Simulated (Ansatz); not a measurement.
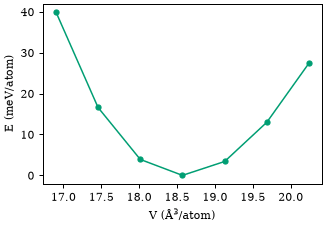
Fig. 1. Ag₂O in space group Pn-3m (No. 224; Ag on 4c, O on 2a) under volume change, the program Ansatz at the PBE level (PAW), scaled uniformly.

Q: What does a third-order Birch–Murnaghan fit give for V₀, B₀ and B′?

A: V₀ = 18.57 Å³/atom, B₀ = 70.0 GPa, B′ = 5.2.

Symmetry was held in the PBE relaxation; of distortions, only those at the zone centre were tested. The run is not spin-polarised.

Potentials: the later of the program's two PAW sets.
